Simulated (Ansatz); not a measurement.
The figure comes from a scan of GaN (zinc blende): volume and axial ratio are varied about the relaxed values (subscript 0). Calculation: PBE (plane waves to 420 eV, PAW, scalar-relativistic; Ansatz, a first-principles code). k mesh 12×12×12 (Γ-centred), Fermi-Dirac smearing 0.05 eV. E stands for the smeared free energy. GaN was relaxed with its symmetry unable to fall. The zero of ΔE is the relaxed starting cell.

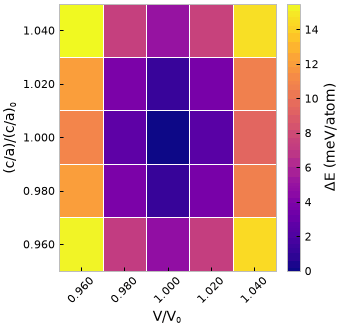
Figure. ΔE (meV/atom), one tile a computed point.

Q: Read the plotted values off the figure, to the accuracy that the plot allows.

A: To the nearest 2:

ΔE (meV/atom), with V/V₀ across and (c/a)/(c/a)₀ down:

| (c/a)/(c/a)₀ \ V/V₀ | 0.960 | 0.980 | 1.000 | 1.020 | 1.040 |
|---|---|---|---|---|---|
| 0.960 | 16 | 8 | 4 | 8 | 14 |
| 0.980 | 12 | 4 | 2 | 4 | 10 |
| 1.000 | 10 | 2 | 0 | 2 | 10 |
| 1.020 | 12 | 4 | 2 | 4 | 10 |
| 1.040 | 16 | 8 | 4 | 8 | 14 |

(A scan under strain: stresses follow from slopes of the energy per volume, elastic moduli from its curvatures.)
